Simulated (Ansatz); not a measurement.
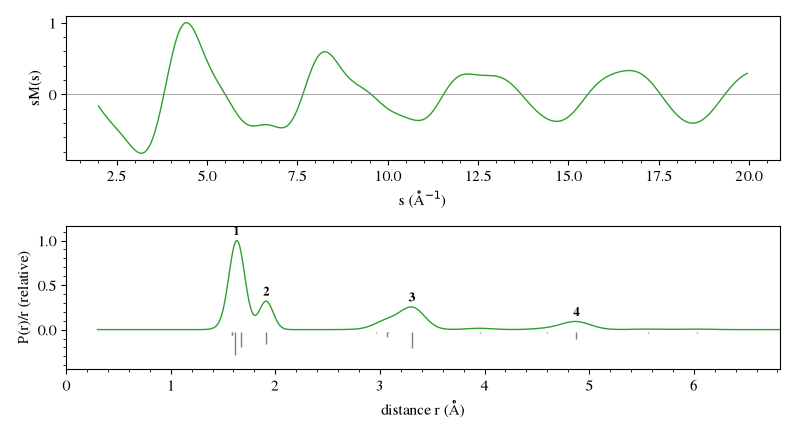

Simulated gas electron diffraction: reduced molecular intensity sM(s) from the Debye equation in the first Born approximation (top) and the radial distribution curve (bottom) of CH₂AlFSi. Each pair of atoms contributes with weight ZᵢZⱼ/r (bars below the curve); damping constant 0.001 Å²; vibrational amplitudes assumed, not computed: 0.05 Å for bonds, 0.078 Å for bonds to H, 0.06 + 0.015 r up to 0.15 Å for other pairs. The geometry is the end point of an optimisation (Ansatz, RKS PBE0-D4/def2-SVP); it may be a saddle point or a higher isomer.

Read the positions of the numbered peaks and name the main pairs (– for bonds).

Peak 1, 1.63 Å: Al–H 1.59 Å (×2), Si–F 1.61 Å, Si–C 1.67 Å, not resolved
Peak 2, 1.91 Å: Al–C 1.91 Å
Peak 3, 3.30 Å: F···C 3.07 Å, Si···Al 3.31 Å, not resolved
Peak 4, 4.87 Å: Si···H 4.59 Å, Al···F 4.87 Å, not resolved
